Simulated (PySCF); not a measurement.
# O3, SMILES `[O-][O+]=O`: electronic structure

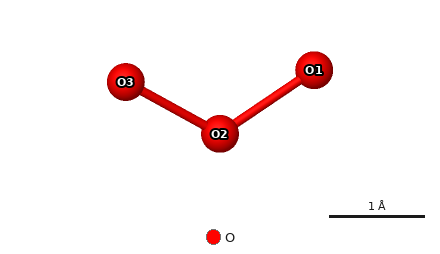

The molecule, with its atoms numbered as below. No frequency check shows the geometry to be a minimum.

Geometry (Å), atoms numbered from 1:

```
O1      -1.0725   -0.2049    0.0000
O2       0.0000    0.4098    0.0000
O3       1.0725   -0.2049    0.0000
```

## 1. Bonding charge

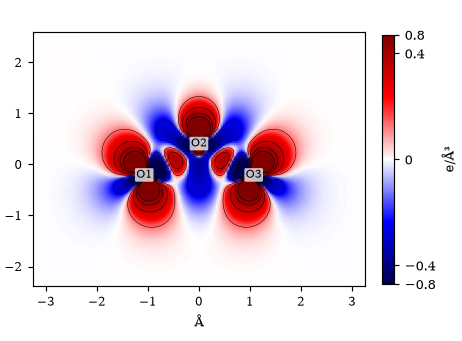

Deformation density (molecule less spherical, spin-averaged free atoms) in the molecular plane; colour scale in e/Å³, logarithmic beyond ±0.1; red: gain, blue: loss.

PySCF calculation, B3LYP/def2-TZVP, gas phase; geometry: GFN2-xTB.

Question: How much density has each bond in this plane gained at its critical point, relative to the free atoms?

Answer: O2–O3 and O1–O2: +0.25 e/Å³ at the bond critical point (bond length 1.24 Å, Mayer order 1.4). In all, 0.8 electrons gather in the regions of gain relative to the promolecule.

Question: Where do the Hirshfeld charges lie?

Answer: The highest Hirshfeld charge is on O2 (+0.21 e), the lowest on O1 and O3 (−0.10 e).

## 2. Bond critical points

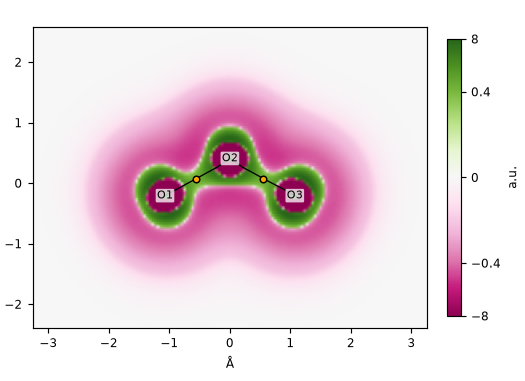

Negative Laplacian of the density (−∇²ρ) in the molecular plane (green positive, pink negative, colour scale in a.u., logarithmic beyond ±0.04), with bond paths and bond critical points (dots).

Question: Sort the bonds in the plane by the sign of ∇²ρ at their critical points.

Answer: Concentrated (∇²ρ < 0): O2–O3 and O1–O2 (−0.58 a.u.). At none is it depleted.

## 3. Local ionisation energy

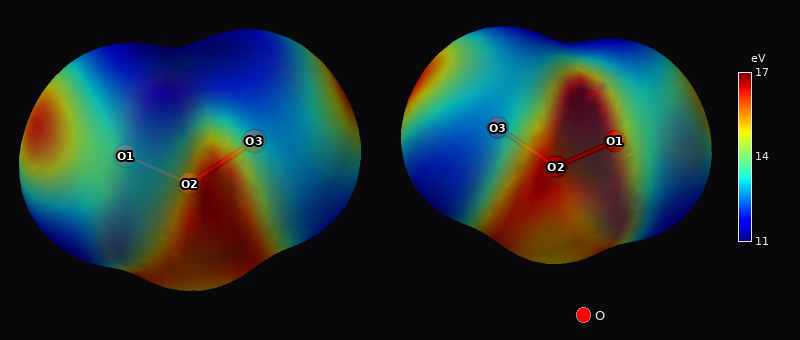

Average local ionisation energy on the surface of electron density 0.001 a.u. (back view left, front view right).

Question: Where are the most loosely bound electrons on this surface?

Answer: The lowest value is 11.0 eV, near O3 (1.90 Å) and O1 (2.05 Å), over O2 (2.3 Å). Further minima include 11.5 eV, 1.8 Å from O1, and at like points elsewhere; 14.8 eV, 1.7 Å from O2. For comparison, the highest occupied orbital lies at −9.3 eV.

Question: What volume does the surface enclose, and what is the dipole moment?

Answer: About 46 Å³; the dipole moment is 0.7 D.

## 4. Excited states

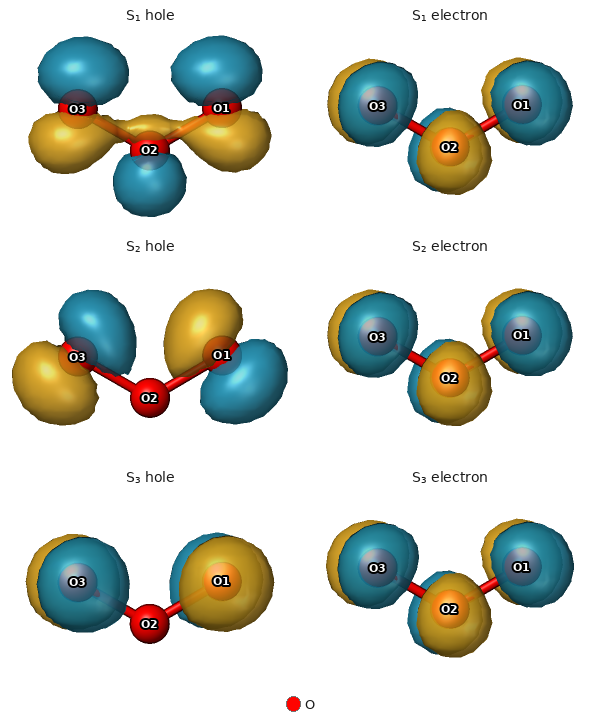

Leading natural transition orbitals (TDA singlet states).

Level of theory: PBE0/def2-SVP (PySCF), at a geometry from GFN2-xTB. Without diffuse functions Rydberg states are missing, so the states' numbers hold for this basis only.

Question: Describe these excited states.

Answer: By state:
- S₁: 2.14 eV (578 nm), f = 0.000 (very weak); the leading pair carries 100 %; hole on O1 and O3 (39 % each) and O2 (22 %), electron on O1, O2 and O3 (33 % each); their centroids lie 0.1 Å apart.
- S₂: 2.64 eV (469 nm), f = 0.000 (dark); the leading pair carries 100 %; hole on O1 and O3 (47 % each) and O2 (6 %), electron on O1, O2 and O3 (33 % each); their centroids lie 0.2 Å apart.
- S₃: 7.12 eV (174 nm), f = 0.234 (bright); the leading pair carries 78 %; hole on O1 and O3 (45 % each) and O2 (9 %), electron on O2 (35 %) and O1 and O3 (32 % each) (shares are of the whole state, not of the leading pair alone); their centroids lie 0.2 Å apart.

## 5. Localised orbitals

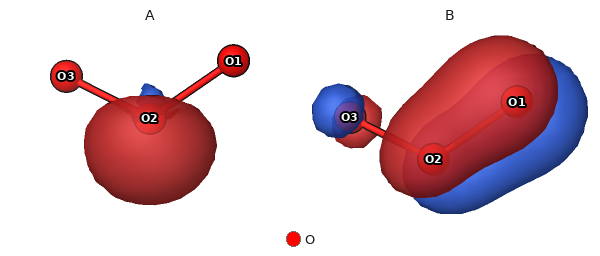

Pipek–Mezey orbitals, occupied; each surface holds about 85 % of the orbital's density. Energies are diagonal elements of the Fock matrix.

Computed with PySCF, B3LYP/def2-TZVP, geometry: GFN2-xTB.

Question: Name the orbitals, with their atomic make-up and energies.

Answer: By panel:
- A: lone pair on O2 (sp0.9-type) (O2 100 %; −19.8 eV)
- B: π bond O1–O2 (O1 62 %, O2 33 %, O3 5 %; −13.6 eV)

Question: How do all the valence pairs divide up?

Answer: 9 pairs: 5 lone pairs, 2 σ bonds and 2 two-centre π bonds.

## 6. The π system

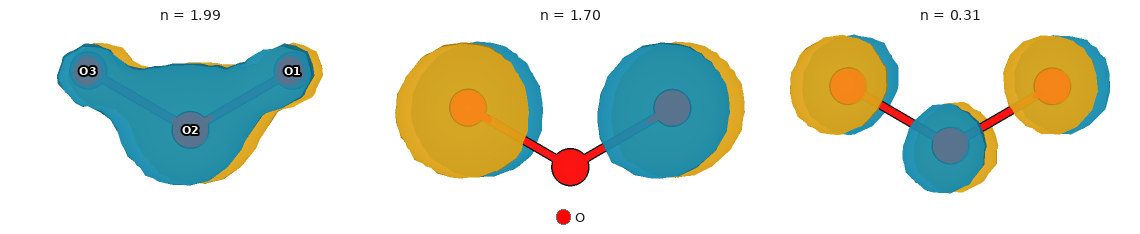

Natural orbitals of the π active space, CASSCF(4,3), singlet state, in order of falling occupation.

Level of theory: aug-cc-pVDZ basis (PySCF), at a geometry from GFN2-xTB.

Question: How multiconfigurational is the state?

Answer: The leading determinant weighs 0.84; the effective number of unpaired electrons, Σ n²(2−n)², is 0.54; the most occupied of the weakly occupied orbitals holds 0.31 e, some diradical character. The active space lowers the energy by 2.32 eV against Hartree–Fock.

Question: Where does the lowest triplet lie relative to the singlet, at this geometry and within this active space?

Answer: 2.63 eV above it by strongly contracted NEVPT2 (+1.34 eV by CASSCF); a small basis tends to put such gaps a few tenths of an eV too high. This is a vertical energy for π states alone; a state that uses lone pairs or σ orbitals may lie lower.

The PySCF runs shown took 5.7 s, 13 s, 5.5 s and 9.5 s on 1 thread of Arm Neoverse N1, on a shared host.
